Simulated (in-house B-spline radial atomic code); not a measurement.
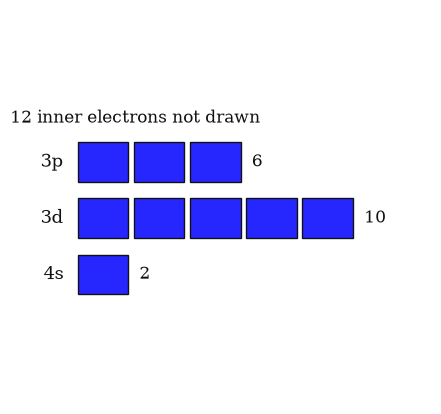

Fig. 1: The outer shells as the input fills them: a box for each of the 2l + 1 orbitals, shaded by the share of the shell that is filled, with the electron count at the right.

# RPA and GW calculation, with input and output: Br⁵⁺

- system: Br⁵⁺, configuration [Ar] 3d10 4s2.
- method: RPA, second-order and SOSEX correlation energies and G0W0 (contour deformation) on a scalar-relativistic (spin-free one-electron X2C) mean field, all electrons, B-spline basis (in-house B-spline radial atomic code)

### Input file
```
Z = 35
electrons = 30.0
configuration = [Ar] 3d10 4s2
hamiltonian = x2c
method = pbeh
lmax = 9
exact_exchange_fraction = 0.1
rms_radius = 4.1629
spin_polarised = False
box_radius = 10.43
intervals = 67
ion_configuration = [Ar] 3d10 4s1
```

The run was one of a batch that the task file lists, launched with:
```bash
python <driver script> task.json out
```

The program writes its results to a structured record and prints no log; tables and figures of this report are taken from that record.

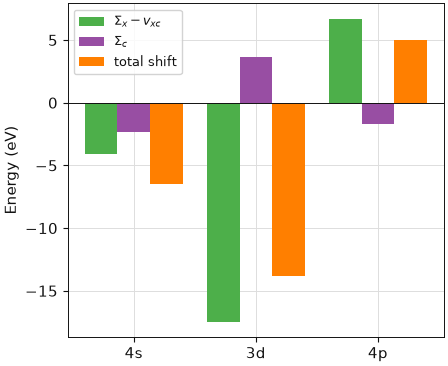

Fig. 2: Parts of the G₀W₀ correction to each level for Br⁵⁺ ([Ar] 3d¹⁰ 4s²). All-electron spherical atom, scalar X2C, PBE with 10 % exact exchange start, no spin-orbit coupling, Breit or QED terms; computed with a B-spline radial code. The quasi-particle equation is solved at full frequency; levels of low quasi-particle weight Z are left out. Σ columns are in eV, and Σc holds an estimate for the angular momenta beyond the basis. G₀W₀ moves the highest occupied level, 4s, from −81.56 to −88.01 eV (renormalisation factor Z = 0.96); the measured removal energy is 87.39 eV, so the error is +0.62 eV. The empty level 4p goes from −64.63 to −59.64 eV.

| Level | Mean field (eV) | Σx − vxc (eV) | Σc (eV) | Z | G₀W₀ (eV) |
| --- | --- | --- | --- | --- | --- |
| 4s | −81.56 | −4.07 | −2.37 | 0.96 | −88.01 |
| 3d | −139.20 | −17.46 | 3.61 | 0.93 | −153.05 |
| 4p | −64.63 | 6.72 | −1.73 | 0.96 | −59.64 |

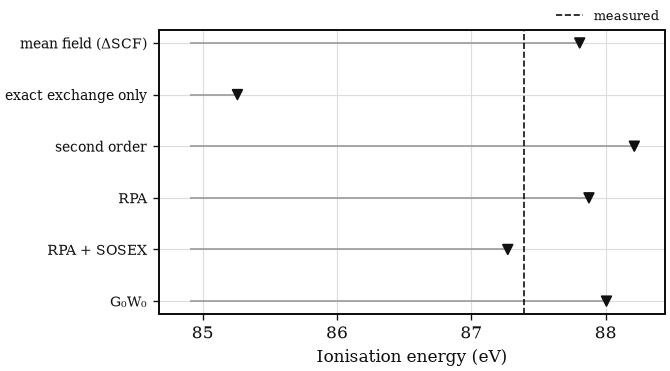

Fig. 3: The ionisation energy of Br⁵⁺ ([Ar] 3d¹⁰ 4s² → [Ar] 3d¹⁰ 4s) across levels of theory. Differences of total energies, each species on its own start, beside the G₀W₀ level. The values run from 85.26 eV (exact exchange only) to 88.21 eV (second order). The measured value is 87.39 eV; nearest to it come RPA + SOSEX (−0.12) and mean field (ΔSCF) (+0.42), furthest exact exchange only (−2.13 eV).

| Method | Ionisation energy (eV) |
| --- | --- |
| mean field (ΔSCF) | 87.81 |
| exact exchange only | 85.26 |
| second order | 88.21 |
| RPA | 87.88 |
| RPA + SOSEX | 87.27 |
| G₀W₀ | 88.01 |

### Results in brief

```tsv
quantity	value
outcome	converged
mean-field total energy	−2599.57347 hartree
total energy with exact exchange alone	−2598.22675 hartree
exact exchange energy	−89.19681 hartree
RPA correlation, extrapolated in the angular momentum of the empty orbitals	−2.29554 hartree
RPA correlation, as summed	−2.26784 hartree
direct second-order term	−2.63093 hartree
second-order exchange term	0.76672 hartree
SOSEX term	0.70358 hartree
hardware	1 CPU thread, shared host
wall time	5.4 s
```

### Remarks

To bear in mind: spin-orbit coupling, Breit and QED terms are absent.
